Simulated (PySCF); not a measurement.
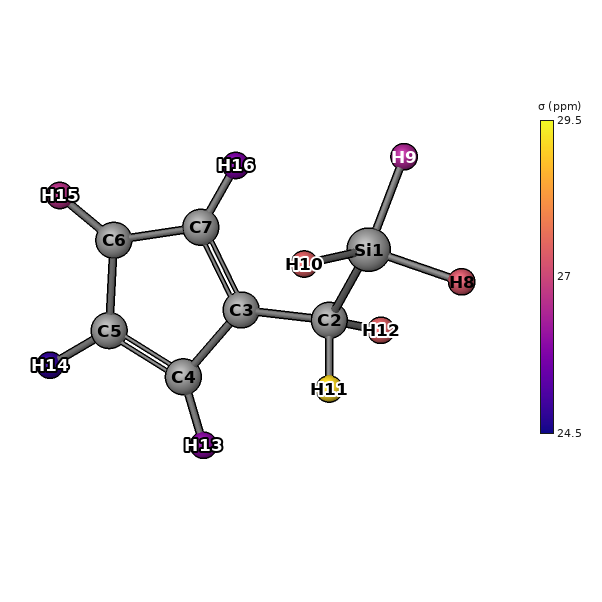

Atoms are coloured by their isotropic NMR shieldings (H only, the others grey). State: charge −1, singlet. Geometry: a frame of a GFN2-xTB molecular-dynamics simulation, not a minimum. Level of theory: GIAO PBE0/pcSseg-1 NMR shielding, non-relativistic, gas phase (PySCF 2.14.0).

Which H atom is the most shielded (lowest chemical shift)?

H11 (29.13 ppm).

Which H atom is the least shielded (highest chemical shift)?

H14 (24.83 ppm).

How wide is the range of H shifts?

4.30 ppm.

List the isotropic NMR shieldings of the H atoms.

| atom | σ (ppm) |
| --- | --- |
| H8 | 27.31 |
| H9 | 26.45 |
| H10 | 27.45 |
| H11 | 29.13 |
| H12 | 27.43 |
| H13 | 25.95 |
| H14 | 24.83 |
| H15 | 26.66 |
| H16 | 25.78 |
